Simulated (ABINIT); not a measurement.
**Cl (Cmce): G0W0 in ABINIT against the screening cutoff in the self-energy**

How does the gap of Cl (Cmce) converge in the screening cutoff in the self-energy?

Main program and level: ABINIT 10.8.3; PBE and many-body steps on it, plane waves.

## (1) Set-up

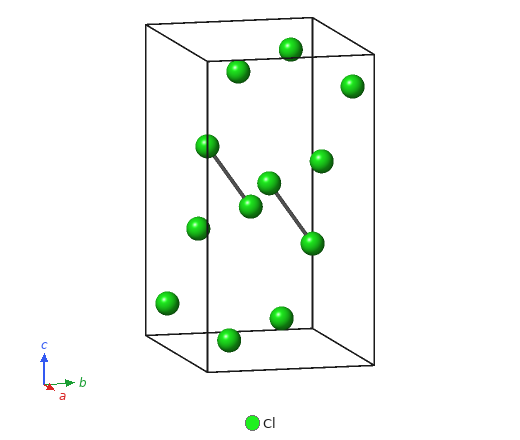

The cell as given, slightly off an axis (chlorine green). This picture shows the conventional cell, with its axes. Bonds to atoms that aren't drawn are left out. Some periodic images of atoms are drawn too.

The cell and positions come from the Crystallography Open Database and are kept as given unless a step says otherwise.

## (2) Screening, 4×4×2 mesh, 360 bands, screening to 217.7 eV

This step: ABINIT 10.8.3; RPA screening on PBE, plane waves, norm-conserving pseudopotentials.

The RPA dielectric matrix is built and inverted for each q.

File run.abi:

```
acell 3*1.0 Angstrom
rprim 
  3.145000000000 -2.250000000000 0.000000000000
  3.145000000000 2.250000000000 0.000000000000
  0.000000000000 0.000000000000 8.210000000000
ntypat 1
znucl 17
natom 4
typat 1 1 1 1
xred 
  0.870000000000 0.130000000000 0.100000000000
  0.630000000000 0.370000000000 0.600000000000
  0.130000000000 0.870000000000 0.900000000000
  0.370000000000 0.630000000000 0.400000000000
pp_dirpath "pseudos"
pseudos "Cl.upf"
ecut 25
ngkpt 4 4 2
nshiftk 1
shiftk 0 0 0
kptopt 1
chksymbreak 0
istwfk *1
occopt 1
irdwfk 1
optdriver 3
nband 360
ecuteps 8
inclvkb 2
awtr 1
symchi 1
indata_prefix "in"
outdata_prefix "out"
tmpdata_prefix "tmp"
```

Run with:

```console
OMP_NUM_THREADS=1 mpirun -n 4 abinit run.abi > log
```

Output:

```text
.Version 10.8.3 of ABINIT. v10.8.2 released Aug 2026.

 Symmetries : space group Cm c a (# 64); Bravais oC (1-face-center ortho.)
[... echo of the input left out ...]
== DATASET  1 ==================================================================
-   mpi_nproc: 4, omp_nthreads: 1 (-1 if OMP is not activated)

--- !DatasetInfo
iteration_state: {dtset: 1, }
dimensions: {natom: 4, nkpt: 14, mband: 360, nsppol: 1, nspinor: 1, nspden: 1, mpw: 4726, }
cutoff_energies: {ecut:  25.0, pawecutdg:  -1.0, }
electrons: {nelect:   2.80000000E+01, charge:   0.00000000E+00, occopt:   1.00000000E+00, tsmear:   1.00000000E-02, }

 SCREENING: Calculation of the susceptibility and dielectric matrices

 Based on a program developped by R.W. Godby, V. Olevano, G. Onida, and L. Reining.
 Incorporated in ABINIT by V. Olevano, G.-M. Rignanese, and M. Torrent.
.Using double precision arithmetic ; gwpc =  8

[... cell and pseudopotentials left out ...]
--------------------------------------------------------------------------------

 ==== K-mesh for the wavefunctions ====
 Number of points in the irreducible wedge :    14
[... list of points left out ...]
 Together with  8 symmetry operations and time-reversal symmetry
 yields    32 points in the full Brillouin Zone.

 ==== Q-mesh for the screening function ====
 Number of points in the irreducible wedge :    14
[... list of points left out ...]
 Together with  8 symmetry operations and time-reversal symmetry
 yields    32 points in the full Brillouin Zone.

 setmesh: FFT mesh size selected  =    30x   30x   60
          total number of points  =        54000

 vcoul_init : cutoff-mode = AUXILIARY_FUNCTION
 q-points for optical limit:   1
     1)      0.000010    0.000020    0.000030

- screening: taking advantage of time-reversal symmetry
- Maximum band index for partially occupied states nbvw = 14
- Remaining bands to be divided among processors   nbcw = 346
- Number of bands treated by each node ~86

 Number of electrons calculated from density =   28.0000; Expected =   28.0000
 average of density, n =  0.035710
 r_s =    1.8838
 omega_plasma =   18.2284 [eV]

 calculating chi0 at frequencies [eV] :
  1    0.000000E+00    0.000000E+00
  2    0.000000E+00    1.822838E+01

--------------------------------------------------------------------------------
  q-point number  1        q = ( 0.000000, 0.000000, 0.000000) [r.l.u.]
--------------------------------------------------------------------------------
[... chi0 elements left out ...]
 For q-point:  0.000010 0.000020 0.000030
  dielectric constant =   2.8102
  dielectric constant without local fields =   3.4624

  Average fulfillment of the sum rule on Im[epsilon] for q-point    1 :     84.19  [%]
[... wings left out ...]
  q-point number  2        q = ( 0.250000, 0.000000, 0.000000) [r.l.u.]
--------------------------------------------------------------------------------
[... chi0 elements left out ...]
  Average fulfillment of the sum rule on Im[epsilon] for q-point    2 :     85.47  [%]

 [... 12 further q-points ...]
```

Wall time 12 min (4 MPI ranks of Arm Neoverse V2, shared host); peak memory 5.5 GiB.

Numbers from this step:

```yaml
eps_infinity_with_local_fields_on_this_mesh_along_the_program_s_q_direction: 2.810
the_same_without_local_fields: 3.462
plasma_frequency: 18.23 eV
plane_waves_in_the_screening_matrix: 865
```

Local fields lower ε∞ by 19 %. On a Γ-centred mesh this coarse the value itself is usually too large, while a short band sum pulls it down.

## (3) 0.8 Ha

This step: G0W0 on PBE, plane waves, norm-conserving pseudopotentials.

run.abi: that of step 2 with these lines changed.

```diff
@@ -25,8 +25,17 @@
 irdwfk 1
-optdriver 3
+optdriver 4
 nband 360
-ecuteps 8
-inclvkb 2
-awtr 1
-symchi 1
+gwcalctyp 0
+ecutsigx 25
+symsigma 1
+nkptgw 2
+kptgw 
+  0.5000000000 0.5000000000 0.0000000000
+  0.0000000000 0.0000000000 0.0000000000
+bdgw 
+  13 16
+  13 16
+ecuteps 0.8
+irdscr 1
+ppmodel 1
 indata_prefix "in"
```

Output:

```text
.Version 10.8.3 of ABINIT. v10.8.2 released Aug 2026.

 Symmetries : space group Cm c a (# 64); Bravais oC (1-face-center ortho.)
[... echo of the input left out ...]
== DATASET  1 ==================================================================
-   mpi_nproc: 4, omp_nthreads: 1 (-1 if OMP is not activated)

--- !DatasetInfo
iteration_state: {dtset: 1, }
dimensions: {natom: 4, nkpt: 14, mband: 360, nsppol: 1, nspinor: 1, nspden: 1, mpw: 4726, }
cutoff_energies: {ecut:  25.0, pawecutdg:  -1.0, }
electrons: {nelect:   2.80000000E+01, charge:   0.00000000E+00, occopt:   1.00000000E+00, tsmear:   1.00000000E-02, }

 SIGMA: Calculation of the GW corrections

 Based on a program developped by R.W. Godby, V. Olevano, G. Onida, and L. Reining.
 Incorporated in ABINIT by V. Olevano, G.-M. Rignanese, and M. Torrent.
.Using double precision arithmetic ; gwpc =  8

[... cell and pseudopotentials left out ...]
--------------------------------------------------------------------------------

 ==== K-mesh for the wavefunctions ====
 Number of points in the irreducible wedge :    14
[... list of points left out ...]
 Together with  8 symmetry operations and time-reversal symmetry
 yields    32 points in the full Brillouin Zone.

 ==== Q-mesh for screening function ====
 Number of points in the irreducible wedge :    14
[... list of points left out ...]
 Together with  8 symmetry operations and time-reversal symmetry
 yields    32 points in the full Brillouin Zone.

 vcoul_init : cutoff-mode = AUXILIARY_FUNCTION
 q-points for optical limit:   1
     1)      0.000010    0.000020    0.000030
 setmesh: FFT mesh size selected  =    36x   36x   72
          total number of points  =        93312

 Number of electrons calculated from density =   28.0000; Expected =   28.0000
 average of density, n =  0.035710
 r_s =    1.8838
 omega_plasma =   18.2284 [eV]

 === KS Band Gaps ===
  >>>> For spin  1
   Minimum direct gap =   2.5251 [eV], located at k-point      :   0.0000  0.0000  0.0000
   Fundamental gap    =   2.4691 [eV], Top of valence bands at :   0.5000  0.5000  0.0000
                                       Bottom of conduction at :   0.0000  0.0000  0.0000
 SIGMA fundamental parameters:
 PLASMON POLE MODEL  1
 number of plane-waves for SigmaX                 4675
 number of plane-waves for SigmaC and W             33
 number of plane-waves for wavefunctions          4675
 number of bands                                   360
 number of independent spin polarizations            1
 number of spinorial components                      1
 number of k-points in IBZ                          14
 number of q-points in IBZ                          14
 number of symmetry operations                       8
 number of k-points in BZ                           32
 number of q-points in BZ                           32
 number of frequencies for dSigma/dE                 9
 frequency step for dSigma/dE [eV]                0.25
 number of omega for Sigma on real axis              0
 max omega for Sigma on real axis  [eV]           0.00
 zcut for avoiding poles [eV]                     0.10

 EPSILON^-1 parameters (SCR file):
 dimension of the eps^-1 matrix on file            865
 dimension of the eps^-1 matrix used                33
 number of plane-waves for wavefunctions          4675
 number of bands                                   360
 number of q-points in IBZ                          14
 number of frequencies                               2
 number of real frequencies                          1
 number of imag frequencies                          1

 matrix elements of self-energy operator (all in [eV])

 Perturbative Calculation

--- !SelfEnergy_ee
iteration_state: {dtset: 1, }
kpoint     : [   0.500,    0.500,    0.000, ]
spin       : 1
KS_gap     :    2.546
QP_gap     :    5.895
Delta_QP_KS:    3.349
data: !SigmaeeData |
     Band     E0 <VxcDFT>   SigX SigC(E0)      Z dSigC/dE  Sig(E)    E-E0       E
       13  -1.186 -14.321 -18.741   2.705   0.825  -0.212 -15.737  -1.416  -2.602
       14  -0.824 -14.674 -19.122   2.741   0.828  -0.208 -16.087  -1.414  -2.237
       15   1.722 -14.106  -8.998  -2.781   0.832  -0.202 -12.171   1.935   3.657
       16   1.912 -14.243  -9.064  -2.769   0.830  -0.205 -12.243   2.000   3.912

--- !SelfEnergy_ee
iteration_state: {dtset: 1, }
kpoint     : [   0.000,    0.000,    0.000, ]
spin       : 1
KS_gap     :    2.525
QP_gap     :    5.800
Delta_QP_KS:    3.275
data: !SigmaeeData |
     Band     E0 <VxcDFT>   SigX SigC(E0)      Z dSigC/dE  Sig(E)    E-E0       E
       13  -0.970 -14.511 -19.022   2.749   0.827  -0.209 -15.968  -1.457  -2.427
       14  -0.880 -14.708 -19.184   2.759   0.827  -0.209 -16.128  -1.420  -2.300
       15   1.645 -13.980  -8.981  -2.772   0.833  -0.200 -12.125   1.855   3.500
       16   2.208 -14.626  -9.222  -2.856   0.827  -0.209 -12.518   2.108   4.316

== END DATASET(S) ==============================================================
================================================================================

 -outvars: echo values of variables after computation  --------
           etotal      0.0000000000E+00
            nband         360
             nkpt          14
          spgroup          64
 [... the other variables as echoed above ...]

 Calculation completed.
```

Wall time 7.2 s (4 MPI ranks); peak memory 4.1 GiB; 28 s of CPU time.

This step gave:

- G0W0 gap on the points computed: 5.737 eV
- starting gap on the mesh: 2.469 eV
- k of the valence top: 0.5, 0.5, 0
- k of the conduction bottom: 0, 0, 0
- Z at the valence top: 0.828
- Z at the conduction bottom: 0.833
- least direct G0W0 gap on the computed points: 5.8 eV

## (4) 1.6 Ha

run.abi: that of step 3 with these lines changed.

```diff
@@ -37,3 +37,3 @@
   13 16
-ecuteps 0.8
+ecuteps 1.6
 irdscr 1
```

Output:

```text
.Version 10.8.3 of ABINIT. v10.8.2 released Aug 2026.

 Symmetries : space group Cm c a (# 64); Bravais oC (1-face-center ortho.)
[... echo of the input left out ...]
== DATASET  1 ==================================================================
-   mpi_nproc: 4, omp_nthreads: 1 (-1 if OMP is not activated)

--- !DatasetInfo
iteration_state: {dtset: 1, }
dimensions: {natom: 4, nkpt: 14, mband: 360, nsppol: 1, nspinor: 1, nspden: 1, mpw: 4726, }
cutoff_energies: {ecut:  25.0, pawecutdg:  -1.0, }
electrons: {nelect:   2.80000000E+01, charge:   0.00000000E+00, occopt:   1.00000000E+00, tsmear:   1.00000000E-02, }

 SIGMA: Calculation of the GW corrections

 Based on a program developped by R.W. Godby, V. Olevano, G. Onida, and L. Reining.
 Incorporated in ABINIT by V. Olevano, G.-M. Rignanese, and M. Torrent.
.Using double precision arithmetic ; gwpc =  8

[... cell and pseudopotentials left out ...]
--------------------------------------------------------------------------------

 ==== K-mesh for the wavefunctions ====
 Number of points in the irreducible wedge :    14
[... list of points left out ...]
 Together with  8 symmetry operations and time-reversal symmetry
 yields    32 points in the full Brillouin Zone.

 ==== Q-mesh for screening function ====
 Number of points in the irreducible wedge :    14
[... list of points left out ...]
 Together with  8 symmetry operations and time-reversal symmetry
 yields    32 points in the full Brillouin Zone.

 vcoul_init : cutoff-mode = AUXILIARY_FUNCTION
 q-points for optical limit:   1
     1)      0.000010    0.000020    0.000030
 setmesh: FFT mesh size selected  =    36x   36x   72
          total number of points  =        93312

 Number of electrons calculated from density =   28.0000; Expected =   28.0000
[...]
number of omega for Sigma on real axis              0
 max omega for Sigma on real axis  [eV]           0.00
 zcut for avoiding poles [eV]                     0.10

 EPSILON^-1 parameters (SCR file):
 dimension of the eps^-1 matrix on file            865
 dimension of the eps^-1 matrix used                65
 number of plane-waves for wavefunctions          4675
 number of bands                                   360
 number of q-points in IBZ                          14
 number of frequencies                               2
 number of real frequencies                          1
 number of imag frequencies                          1

 matrix elements of self-energy operator (all in [eV])

 Perturbative Calculation

--- !SelfEnergy_ee
iteration_state: {dtset: 1, }
kpoint     : [   0.500,    0.500,    0.000, ]
spin       : 1
KS_gap     :    2.546
QP_gap     :    5.746
Delta_QP_KS:    3.200
data: !SigmaeeData |
     Band     E0 <VxcDFT>   SigX SigC(E0)      Z dSigC/dE  Sig(E)    E-E0       E
       13  -1.186 -14.321 -18.741   2.704   0.812  -0.232 -15.714  -1.393  -2.579
       14  -0.824 -14.674 -19.122   2.736   0.813  -0.230 -16.066  -1.392  -2.216
       15   1.722 -14.106  -8.998  -2.898   0.818  -0.222 -12.298   1.808   3.530
[...]
--- !SelfEnergy_ee
iteration_state: {dtset: 1, }
kpoint     : [   0.000,    0.000,    0.000, ]
spin       : 1
KS_gap     :    2.525
QP_gap     :    5.632
Delta_QP_KS:    3.107
data: !SigmaeeData |
     Band     E0 <VxcDFT>   SigX SigC(E0)      Z dSigC/dE  Sig(E)    E-E0       E
[...]
15   1.645 -13.980  -8.981  -2.883   0.820  -0.220 -12.245   1.735   3.380
       16   2.208 -14.626  -9.222  -2.995   0.813  -0.231 -12.669   1.958   4.165

== END DATASET(S) ==============================================================
================================================================================

 -outvars: echo values of variables after computation  --------
           etotal      0.0000000000E+00
            nband         360
             nkpt          14
          spgroup          64
 [... the other variables as echoed above ...]

 Calculation completed.
```

Wall time 8.4 s (4 MPI ranks); peak memory 4.1 GiB; 33 s of CPU time.

This step gave:

```
G0W0 gap on the points computed              : 5.596 eV
starting gap on the mesh                     : 2.469 eV
k of the valence top                         : 0.5, 0.5, 0
k of the conduction bottom                   : 0, 0, 0
Z at the valence top                         : 0.813
Z at the conduction bottom                   : 0.82
least direct G0W0 gap on the computed points : 5.632 eV
```

## (5) 2.8 Ha

The self-energy is evaluated for the states that the input lists, and the levels follow from it, in one-shot runs by the linearised quasiparticle equation.

run.abi: that of step 4 with these lines changed.

```diff
@@ -37,3 +37,3 @@
   13 16
-ecuteps 1.6
+ecuteps 2.8
 irdscr 1
```

Output:

```text
.Version 10.8.3 of ABINIT. v10.8.2 released Aug 2026.

 Symmetries : space group Cm c a (# 64); Bravais oC (1-face-center ortho.)
[... echo of the input left out ...]
== DATASET  1 ==================================================================
-   mpi_nproc: 4, omp_nthreads: 1 (-1 if OMP is not activated)

--- !DatasetInfo
iteration_state: {dtset: 1, }
dimensions: {natom: 4, nkpt: 14, mband: 360, nsppol: 1, nspinor: 1, nspden: 1, mpw: 4726, }
cutoff_energies: {ecut:  25.0, pawecutdg:  -1.0, }
[...]
Band     E0 <VxcDFT>   SigX SigC(E0)      Z dSigC/dE  Sig(E)    E-E0       E
[...]
15   1.645 -13.980  -8.981  -3.156   0.803  -0.245 -12.500   1.480   3.125
       16   2.208 -14.626  -9.222  -3.335   0.795  -0.258 -12.982   1.645   3.852

== END DATASET(S) ==============================================================
================================================================================

 -outvars: echo values of variables after computation  --------
           etotal      0.0000000000E+00
            nband         360
             nkpt          14
          spgroup          64
 [... the other variables as echoed above ...]

 Calculation completed.
```

Wall time 16 s (4 MPI ranks); peak memory 2.9 GiB.

Numbers from this step:

```
G0W0 gap on the points computed              : 5.499 eV
starting gap on the mesh                     : 2.469 eV
k of the valence top                         : 0.5, 0.5, 0
k of the conduction bottom                   : 0, 0, 0
least direct G0W0 gap on the computed points : 5.55 eV
```

The gap on the mesh goes from 2.47 eV to 5.50 eV, a correction of +3.03 eV.

(Part 1 of 2 ends here.)

[Paths, hosts, dates, memory and timing lines, banners, echoed tables and standing remarks are left out of the program output.]

[Logs are printed without paths, hosts, clocks, repeated set-up lines and the standing remarks that a program may print on its own settings, such as how far it seeks lower states.]

[Runs of the session that timed out or met a known fault of the program may be left out.]

[Hosts, paths, dates, database ids (printed as entryN), source tags and the programs' standing remarks are cut or masked in the printed files.]

[G0W0 gaps are taken among the corrected bands and points alone; a level outside them can change the order at an edge.]

[Where Ansatz stands beside ABINIT at settings called matched, ABINIT's density can come from a denser mesh and the files from another edition; pairs whose starting gaps differed by over 0.03 eV were left out, so agreement reads better than it is.]
